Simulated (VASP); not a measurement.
Consider the following.

```
CELL_PARAMETERS angstrom
      0.00000     2.49135     2.49135
      2.49135     0.00000     2.49135
      2.49135     2.49135     0.00000
ATOMIC_POSITIONS crystal
  Y  0.00000 0.00000 0.00000
  N  0.50000 0.50000 0.50000
```

Calculation: vdW-DF2, VASP's PBE PAW potentials (set 64) (plane waves; VASP). Settings: 520 eV cut-off, 10×10×10 Γ-centred mesh, tetrahedra with Blöchl corrections, potentials Y_sv N.

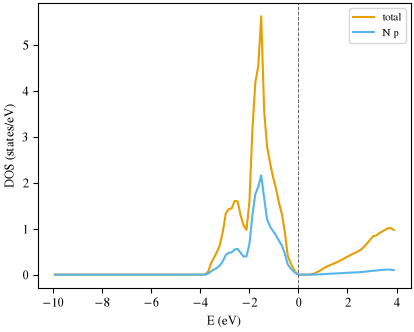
Figure: Total and projected density of states, zero at the valence-band maximum

Within 2 eV below the valence-band maximum the largest weight inside VASP's projection spheres is N p, then Y d.

The gap is indirect, 0.45 eV, from the valence maximum at Γ to the conduction minimum at X.

The compound is YN in the rock salt structure. It was relaxed first, which changed the volume by +6 %.
